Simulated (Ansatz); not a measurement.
**C$_{5}$H$_{13}$In (SMILES CC(C)(C)[CH2][InH2]): density, localisation and related maps**

```xyz
19

C    -0.5001   -1.4808   -0.0969
C     0.3837   -0.2368   -0.1103
C     1.8340   -0.6560    0.1383
C     0.2903    0.4371   -1.4762
C    -0.0521    0.7338    0.9895
In   -2.0730    1.5089    0.9139
H    -0.4646   -1.9756    0.8783
H    -0.1734   -2.2038   -0.8497
H    -1.5429   -1.2290   -0.3140
H     2.4981    0.2128    0.1308
H     2.1827   -1.3529   -0.6300
H     1.9369   -1.1472    1.1098
H     0.9032    1.3429   -1.5084
H    -0.7418    0.7151   -1.7119
H     0.6397   -0.2302   -2.2691
H     0.0589    0.2644    1.9748
H     0.6106    1.6078    1.0076
H    -3.2023    1.0824   -0.3290
H    -2.5881    2.6071    2.1524
```

Geometry: PBE0-D4/def2-TZVP; core potentials replace the inner electrons of In.

All numbers below come from RKS PBE0-D4/def2-TZVPP (Ansatz).

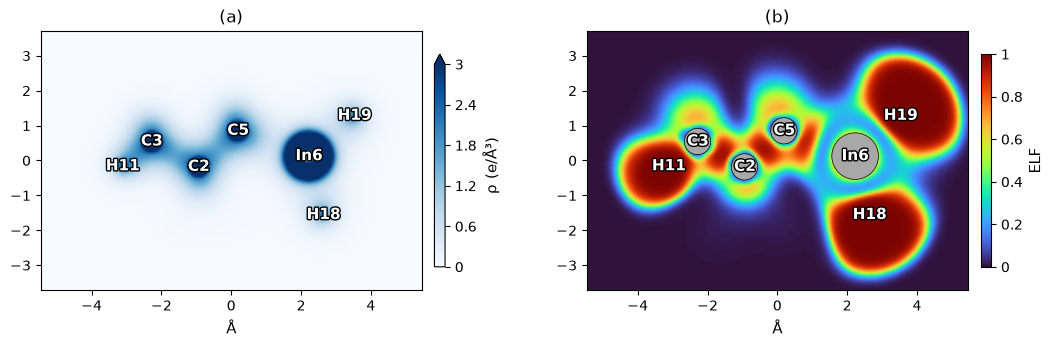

Figure 1. (a) electron density; (b) electron localisation function on the plane of atoms C2, C5 and In6. Grey discs cover the atomic cores in the ELF map.

### Interpret the plot.

Atoms in the plane: C, In and H.
C–C (1.53 Å): ρ is about 1.7 e/Å³ halfway; the ELF peaks at about 0.95 between the atoms, as expected for a shared electron pair.
C–In (2.17 Å): ρ is about 0.67 e/Å³ halfway; the ELF peaks at about 0.90 in the valence shell of C, 0.7 Å from its nucleus, and drops to about 0.20 between the two atoms.
C–H (1.09 Å): ρ is about 2 e/Å³ halfway; the ELF climbs to about 1 towards the hydrogen, as it does in any bond to H: a covalent bond by its length.
In–H (1.73 Å): ρ at the midpoint is about 1.2 e/Å³; the ELF climbs to about 1 towards the hydrogen.

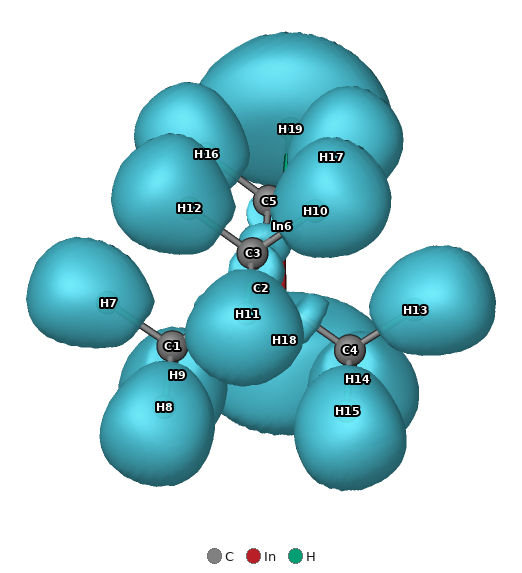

Figure 2. Isosurface of the electron localisation function at 0.85 (cyan), seen at an oblique angle. Only the valence region is drawn (cores and ρ < 0.01 e/Å³ removed).

### What do the ELF domains correspond to?

At this value the surface marks out four regions between bonded C–C atoms (shared pairs), 13 regions around hydrogen nuclei and one lobe of the valence shell of C pointing towards In (polar bonds).

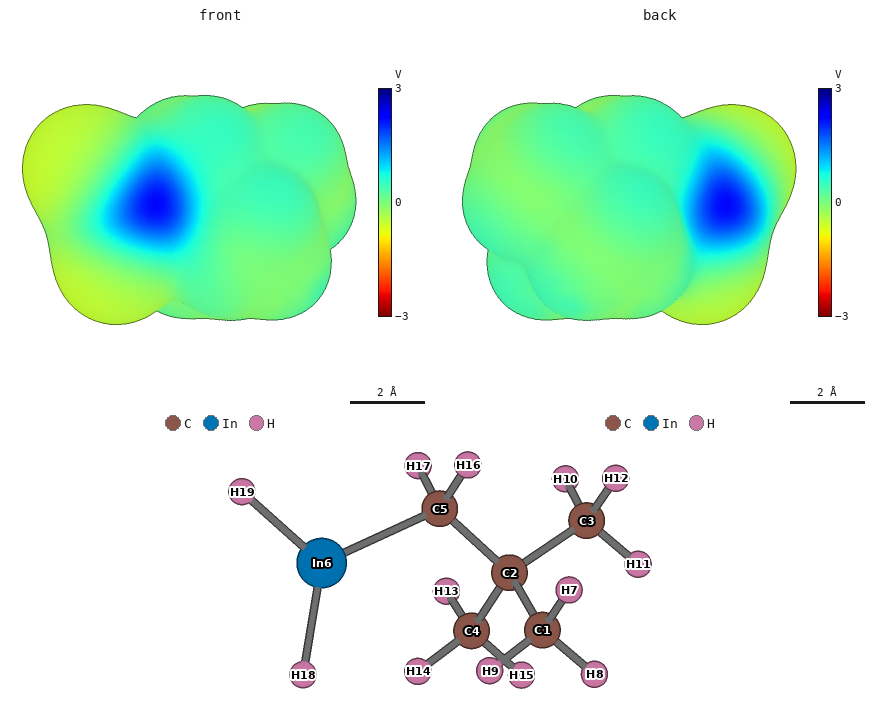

Figure 3. The molecular electrostatic potential painted on the density surface at 0.001 e/bohr³, seen from the front and from behind; the colour scale runs from red (negative) to blue (positive). The bare structure is drawn below in the same view.

### Where is the surface potential most negative and most positive?

The most negative region (about −0.5 V, or −12 kcal/mol for a unit charge) lies over H18 and H19, the most positive (about +2.1 V, or +48 kcal/mol for a unit charge) over In6.
